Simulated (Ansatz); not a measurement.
# SnH2ClO2 (SMILES [OH][Sn]([OH])[Cl]): USVWN5/def2-SVP (core potential)

What is the electronic atomisation energy of SnH2ClO2 at USVWN5/def2-SVP (core potential)? 

Program for the calculation: Ansatz 0.2.0.

63 further runs of the same task are left out: 63 set aside as unsound or not needed.

### Step 1. The molecule

SnH2ClO2: 6 atoms, total charge 0, spin state doublet. SMILES: `[OH][Sn]([OH])[Cl]`. The coordinates come from a PBE0-D4/def2-TZVP relaxation. This is one conformer, not always the lowest.

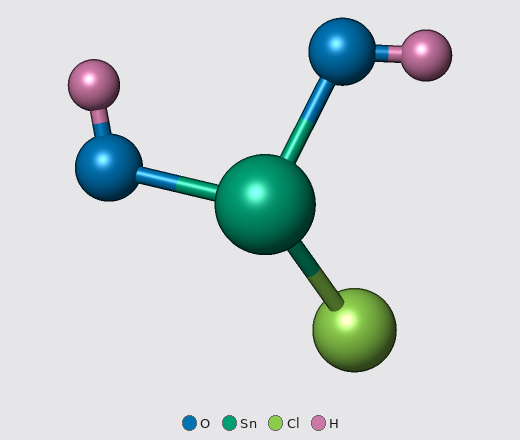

The structure, seen from a chosen angle (oxygen blue, tin teal, chlorine green, hydrogen pink).

### Step 2. The energy at USVWN5/def2-SVP (core potential)

molecule.yaml reads:

```yaml
basis:
  gaussian:
    orbitals: def2-SVP
crystal:
  periodic: [false, false, false]
  atoms:
    - symbol: O
      position_ang: [-0.447400, 1.400500, -0.158300]
    - symbol: Sn
      position_ang: [0.371800, -0.318200, -0.659700]
    - symbol: O
      position_ang: [1.256500, -0.847900, 1.007700]
    - symbol: Cl
      position_ang: [-1.328200, -1.877100, -1.106600]
    - symbol: H
      position_ang: [-1.182700, 1.666400, -0.718500]
    - symbol: H
      position_ang: [1.372100, -0.087800, 1.589200]
magnetization:
  spin_polarized: true
  initial_magnetization: 1
hamiltonian:
  xc: {name: SVWN5}
accuracy: high
output: {orbitals: {seedname: orbitals}}
```

Started as:

```
$ ansatz run molecule.yaml --threads 1 --pin off --max-ram 3480MiB --events-out events.jsonl --progress --plain --runs-dir runs
```

Log:

```text
Warning: RAYON_NUM_THREADS=1 ignored (pool sized by the plan → 1); use --threads N
Functional definition: SVWN5
  name "SVWN5"
  exchange = slater_x
  correlation = vwn5_c
1801 factors; integrals over basis functions are off by at most 3.3e-9 eV
mean field evaluation 1: about -22383.5661 eV, gradient 5.8e1 eV
mean field evaluation 2: about -22250.0727 eV, gradient 1.6e2 eV
mean field evaluation 4: about -22394.2143 eV, gradient 1.8e1 eV
mean field evaluation 8: about -22396.0457 eV, gradient 2.1e-1 eV
mean field evaluation 16: about -22396.0457 eV, gradient 3.3e-5 eV
mean field -22396.04570193 eV, -823.0394989609 hartree, gradient 1.3e-8 eV, S^2 0.750930; 1 other end points of the search recorded, 0 dependent functions left out
reference -22396.04570520 eV, -823.0394990811 hartree; 29, 28 occupied and 53, 54 virtual orbitals, 1801 factors
Total energy: -22396.04570520 eV, -823.0394990811 hartree
```

It took 5.7 s on 1 thread of Arm Neoverse V2, shared host; peak memory 0.23 GiB.

### Step 3. The Cl atom, same level

molecule.yaml reads:

```yaml
crystal:
  periodic: [false, false, false]
  atoms:
    - {symbol: Cl, position_ang: [0.000000, 0.000000, 0.000000]}
basis:
  gaussian: {orbitals: def2-SVP}
total_charge: 0
magnetization: {spin_polarized: true, initial_magnetization: 1}
hamiltonian: {xc: {name: SVWN5}}
accuracy: high
```

Run the same way, it converges to -458.48644 Eh (log not shown).

### Step 4. The H atom, same level

input.yaml reads:

```yaml
crystal:
  periodic: [false, false, false]
  atoms:
    - {symbol: H, position_ang: [0.000000, 0.000000, 0.000000]}
basis:
  gaussian:
    orbitals: def2-SVP
hamiltonian:
  xc: {name: SVWN5}
magnetization:
  spin_polarized: true
  initial_magnetization: 1
accuracy: high
```

Run the same way, it converges to -0.47747 Eh (log not shown).

### Step 5. The O atom at the same level

input.yaml reads:

```yaml
basis:
  gaussian:
    orbitals: def2-SVP
crystal:
  periodic: [false, false, false]
  atoms:
    - {symbol: O, position_ang: [0.000000, 0.000000, 0.000000]}
accuracy: high
total_charge: 0
hamiltonian:
  xc: {name: SVWN5}
magnetization:
  spin_polarized: true
  initial_magnetization: 2
```

Run the same way, it converges to -74.42922 Eh (log not shown).

### Step 6. The Sn atom at the same level

molecule.yaml reads:

```yaml
crystal:
  periodic: [false, false, false]
  atoms:
    - {symbol: Sn, position_ang: [0.000000, 0.000000, 0.000000]}
basis:
  gaussian:
    orbitals: def2-SVP
magnetization:
  spin_polarized: true
  initial_magnetization: 2
hamiltonian:
  xc: {name: SVWN5}
accuracy: high
```

Started as:

```
$ ansatz run molecule.yaml --threads 1 --pin off --max-ram 3480MiB --events-out events.jsonl --progress --plain --runs-dir runs
```

Log:

```text
Warning: RAYON_NUM_THREADS=1 ignored (pool sized by the plan → 1); use --threads N
[... 4 set-up lines as earlier in the session ...]
223 factors; integrals over basis functions are off by at most 2.0e-9 eV
mean field evaluation 1: about -5820.5591 eV, gradient 2.6e0 eV
mean field evaluation 2: about -5820.5531 eV, gradient 2.3e0 eV
mean field evaluation 4: about -5820.5932 eV, gradient 1.3e0 eV
mean field evaluation 8: about -5820.5931 eV, gradient 1.3e0 eV
mean field evaluation 16: about -5820.6104 eV, gradient 9.5e-9 eV
mean field evaluation 32: about -5820.6098 eV, gradient 1.5e-1 eV
mean field -5820.61037402 eV, -213.9034858938 hartree, gradient 4.5e-8 eV, S^2 2.000833; 2 other end points of the search recorded, 0 dependent functions left out
reference -5820.61037561 eV, -213.9034859522 hartree; 12, 10 occupied and 14, 16 virtual orbitals, 223 factors
Total energy: -5820.61037561 eV, -213.9034859522 hartree
```

Run time: 1 s. Hardware: 1 thread of Arm Neoverse V2, shared host.

### Step 7. What came out

Level: USVWN5/def2-SVP (core potential).

| quantity | value |
| --- | --- |
| molecule: total energy | -823.03950 Eh |
| molecule: HOMO energy (highest over α and β) | -5.78 eV |
| molecule: LUMO energy (lowest over α and β) | -5.16 eV |
| molecule: ⟨S²⟩ | 0.751 |
| Cl atom: total energy | -458.48644 Eh |
| Cl atom: ⟨S²⟩ | 0.751 |
| H atom: total energy | -0.47747 Eh |
| H atom: ⟨S²⟩ | 0.750 |
| O atom: total energy | -74.42922 Eh |
| O atom: ⟨S²⟩ | 2.002 |
| Sn atom: total energy | -213.90349 Eh |
| Sn atom: ⟨S²⟩ | 2.001 |
| electronic atomisation energy | 22.754 eV |

In words: Taking the molecule apart into free atoms costs 22.75 eV (525 kcal/mol), before zero-point energy and without spin-orbit coupling.
